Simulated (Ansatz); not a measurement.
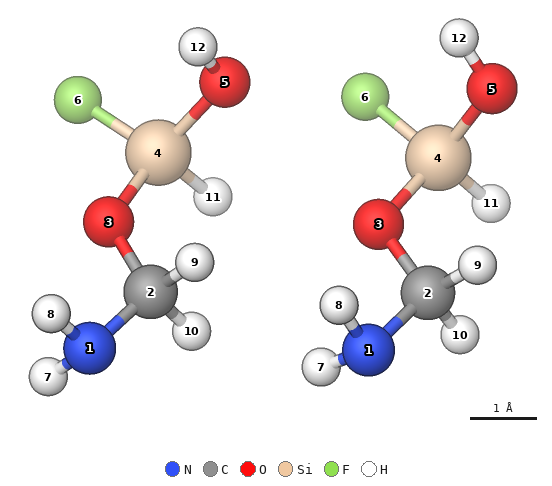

Two geometries of CH6FNO2Si (coarse preliminary run), drawn at one scale. One is the start of a relaxation, the other its converged end. A ball-and-stick model, seen from a free direction.

Computed with Ansatz, RKS PBE-D4/def2-SVP. (force threshold 0.03 eV/Å; at most 200 steps)

Q: Which one is relaxed?

A: The left one is the relaxed one. The start comes from a force field. Over 9 accepted moves (10 points after the start) the energy falls by 37.4 kJ/mol. Largest force component: 3.2 eV/Å at the start, 0.024 eV/Å at the end. The line search rejected the trial step at point 5 of the run. The largest move after the best rigid fit is that of H12, 0.29 Å. By element the largest moves are H 0.29 Å, O 0.28 Å, F 0.18 Å, Si 0.14 Å, C 0.13 Å, N 0.06 Å. Near-neighbour distances that change, for instance: Si4–H11 1.422 → 1.489 Å, N1–C2 1.486 → 1.421 Å, Si4–O5 1.611 → 1.663 Å, Si4–F6 1.672 → 1.630 Å. Among the angles between lasting bonds that change: C2–O3–Si4 113.8° → 125.7°, C2–N1–H8 101.9° → 110.7°, O5–Si4–H11 113.8° → 105.8°. Groups turn about Si4–O5 by about 25°.
